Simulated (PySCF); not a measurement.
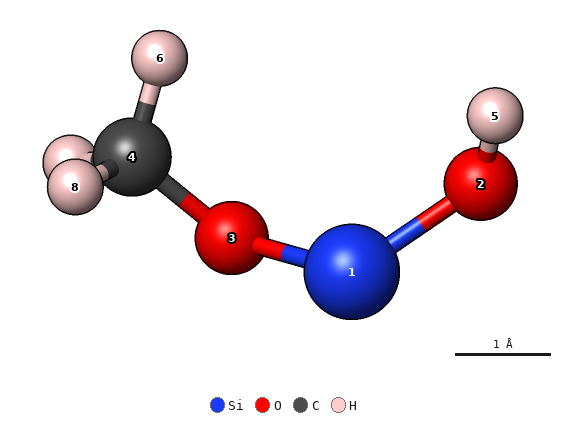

*The starting structure (ball-and-stick view, seen at a tilt; atoms are numbered from 1 in the order of the input).*

Geometry relaxation, with input and output: CH₄O₂Si

System: CH₄O₂Si, multiplicity 3.
Method: PBE0-D3(BJ)/def2-SVP geometry optimisation, gas phase (PySCF 2.14.0).

Input:
```
{"job": {"xc": "PBE0", "basis": "def2-SVP", "d3": "d3bj", "grid": 2, "kind": "geom", "shake": 0.01}, "charge": 0, "multiplicity": 3}
Si     1.273769    -0.903829     0.263230
O      2.460116     0.122704    -0.232026
O     -0.244391    -0.772717    -0.463118
C     -1.289559     0.007268    -0.037294
H      2.679358     0.911173     0.262785
H     -1.090632     1.076150    -0.063342
H     -2.124814    -0.205788    -0.730036
H     -1.617772    -0.263513     0.971902
```

The first line tells a small driver script what to run in PySCF; the rest is the geometry in Å.

Hardware: 1 CPU thread, shared host.

Launch command:
```bash
OMP_NUM_THREADS=1 python <driver script> task.json out
```

Output:
```
step   0  E = -479.82729822  max force = 0.029295
step   1  E = -479.82992336  max force = 0.009209
step   2  E = -479.83006379  max force = 0.002347
step   3  E = -479.83008902  max force = 0.000381
step   4  E = -479.83009332  max force = 0.000344
optimisation converged
```

Trajectory as extended XYZ (Å, eV, eV/Å), 5 frames, from step=0 to step=4:
```
8
Properties=species:S:1:pos:R:3:forces:R:3 step=0 energy=-13056.76584
Si    1.2738   -0.9038    0.2632   -0.8990  -0.2645   0.1447
O     2.4601    0.1227   -0.2320    0.7081   0.1467  -0.6214
O    -0.2444   -0.7727   -0.4631    1.5064  -0.6558  -0.2039
C    -1.2896    0.0073   -0.0373   -1.2114  -0.2397  -0.1204
H     2.6794    0.9112    0.2628   -0.1064   0.2070   0.3159
H    -1.0906    1.0761   -0.0633    0.2341   0.5754  -0.0191
H    -2.1248   -0.2058   -0.7300   -0.0896   0.2093   0.1775
H    -1.6178   -0.2635    0.9719   -0.1421   0.0215   0.3267
8
Properties=species:S:1:pos:R:3:forces:R:3 step=1 energy=-13056.83727
Si    1.2935   -0.8763    0.2404    0.3477   0.0480   0.1528
O     2.5229    0.1564   -0.2606   -0.0131  -0.0634  -0.0308
O    -0.2017   -0.7877   -0.4722   -0.4735   0.0748  -0.1401
C    -1.2974   -0.0159   -0.0266    0.2840   0.0549   0.0559
H     2.6428    0.9320    0.2984   -0.0428   0.0024   0.0349
H    -1.0682    1.0651   -0.0541   -0.0207  -0.0476   0.0049
H    -2.1476   -0.2059   -0.6921   -0.0805  -0.0563  -0.1036
H    -1.5949   -0.2802    1.0014   -0.0012  -0.0129   0.0259
8
Properties=species:S:1:pos:R:3:forces:R:3 step=2 energy=-13056.84109
Si    1.2973   -0.8817    0.2361    0.0851   0.0140   0.0574
O     2.5215    0.1566   -0.2599    0.0109  -0.0150  -0.0180
O    -0.2075   -0.7897   -0.4770   -0.1207   0.0143  -0.0606
C    -1.2923   -0.0125   -0.0255    0.0741  -0.0344  -0.0092
H     2.6248    0.9312    0.3043   -0.0181   0.0035   0.0139
H    -1.0632    1.0668   -0.0584   -0.0075   0.0030   0.0013
H    -2.1469   -0.2085   -0.6905   -0.0105   0.0078   0.0109
H    -1.5843   -0.2747    1.0054   -0.0133   0.0068   0.0042
8
Properties=species:S:1:pos:R:3:forces:R:3 step=3 energy=-13056.84178
Si    1.2983   -0.8865    0.2331   -0.0187  -0.0035   0.0104
O     2.5193    0.1571   -0.2577    0.0128   0.0072  -0.0060
O    -0.2099   -0.7945   -0.4830    0.0024  -0.0104  -0.0196
C    -1.2871   -0.0126   -0.0262    0.0068  -0.0121   0.0047
H     2.6079    0.9330    0.3077   -0.0025   0.0014   0.0012
H    -1.0551    1.0660   -0.0628   -0.0019   0.0100  -0.0003
H    -2.1487   -0.2052   -0.6839    0.0039   0.0045   0.0088
H    -1.5755   -0.2699    1.0073   -0.0027   0.0029   0.0007
8
Properties=species:S:1:pos:R:3:forces:R:3 step=4 energy=-13056.84189
Si    1.2972   -0.8892    0.2307   -0.0163  -0.0043   0.0004
O     2.5173    0.1576   -0.2567    0.0052   0.0063  -0.0005
O    -0.2110   -0.7972   -0.4867    0.0177  -0.0086  -0.0079
C    -1.2844   -0.0125   -0.0263   -0.0118   0.0030   0.0078
H     2.6003    0.9337    0.3094    0.0011  -0.0004  -0.0013
H    -1.0510    1.0659   -0.0653    0.0011   0.0017  -0.0010
H    -2.1495   -0.2037   -0.6794    0.0011   0.0015   0.0026
H    -1.5696   -0.2672    1.0088    0.0020   0.0008   0.0000
```

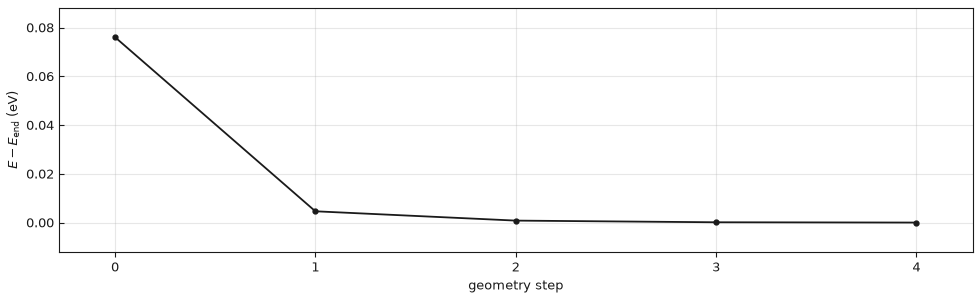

*Progress of the relaxation, step by step (steps are counted from 0).*

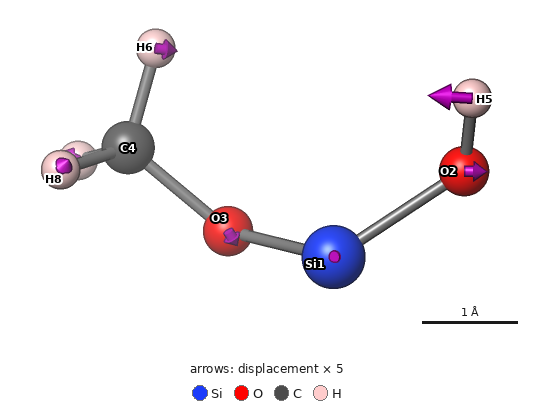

*The starting structure with the displacements as pink arrows, magnified 5 times (ball-and-stick view, seen at a tilt). The two geometries are laid on each other by the best rigid fit.*

Over 4 geometry steps the energy falls by 0.076 eV. The largest force component goes from 1.5 to 0.018 eV/Å. The atom that moves furthest after the best rigid fit is H5 (0.096 Å). Largest moves by element: H 0.096 Å, O 0.050 Å, Si 0.019 Å, C 0.013 Å. Among the contacts that change: O3–C4 1.372 → 1.407 Å, Si1–O2 1.645 → 1.680 Å, C4–H6 1.088 → 1.104 Å, Si1–O3 1.688 → 1.673 Å. Among the angles that change: Si1–O2–H5 121.6° → 113.2°, O3–C4–H6 114.3° → 111.8°, O3–C4–H7 105.7° → 108.0°. (Atoms are counted from 1 in the order of the input.)

Key numbers:

| quantity | value |
| --- | --- |
| outcome | converged |
| total energy | −479.830093 hartree |
| ⟨S²⟩ | 2.002 |
| dipole moment | 2.55 D |
| point group | C1 |
| wall time | 18 s |
| peak memory | 0.41 GiB |
